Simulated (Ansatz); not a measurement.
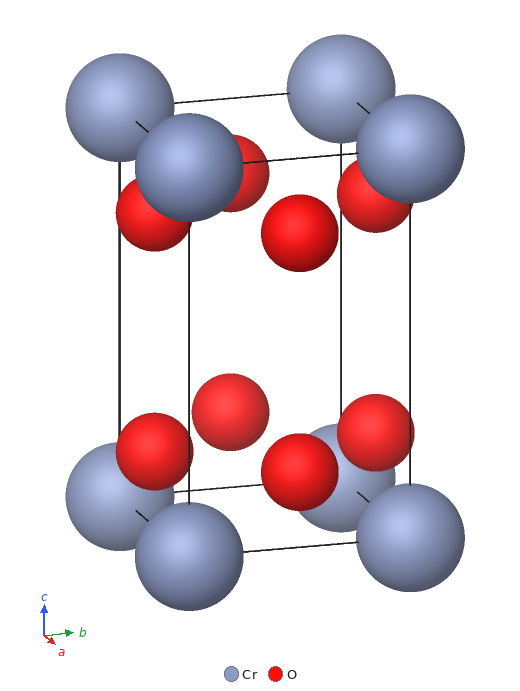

An orthographic spheres-only view of the structure, slightly off an axis. Atoms at the boundary of the simulation cell (the box) are drawn once for each face, edge or corner they touch.

```yaml
crystal:
  lattice:
    - [3.26630, 0.00000, 0.00000]
    - [0.00000, 3.26630, 0.00000]
    - [0.00000, 0.00000, 5.69433]
  atoms:
    - { symbol: Cr, position: [0.00000, 0.00000, 0.00000] }
    - { symbol: O, position: [0.50000, 0.00000, 0.19292] }
    - { symbol: O, position: [0.00000, 0.50000, 0.80708] }
    - { symbol: O, position: [0.50000, 0.00000, 0.80708] }
    - { symbol: O, position: [0.00000, 0.50000, 0.19292] }
```

Results below were computed with DFT PBE, scalar-relativistic, plane waves, PAW in Ansatz; the settings were plane-wave cutoff 420 eV, a 12×12×8 k-point grid, Gaussian smearing of 0.1 eV, collinear spins. The state is ferrimagnetic.

Q: Give the Bader charge of each element.

A: Cr +2.01 e; O -0.50 e.

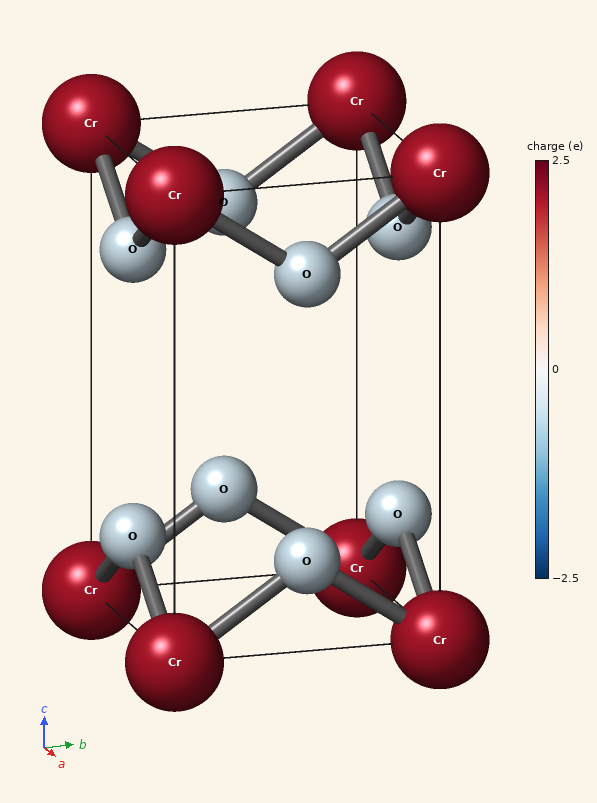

The atoms coloured by those charges.

Origin of the cell: a structure type filled with these elements by a generator (whether the compound takes this form wasn't checked). Earlier steps of the study may have refined or changed the cell and positions. Ansatz was used for an electronic-structure calculation on it.
